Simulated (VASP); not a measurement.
Band structure of KAg2AsO4 (space group I-42m). Computed with PBEsol GGA, VASP's PBE PAW potentials (set 64) (plane waves; VASP 6.6.1).

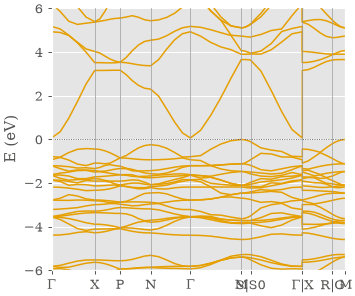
Bands along high-symmetry lines, zero at the valence-band maximum or, without a gap, the Fermi level

### Question
Read the plot: is there a gap, and where are the band edges?

### Answer
The gap is indirect, 0.07 eV, from the valence maximum at M to the conduction minimum at Γ.

The structure comes from a computed database's KAg2AsO4 entry (I-42m); how it stands against other phases isn't given here. The cell was not relaxed at this level.
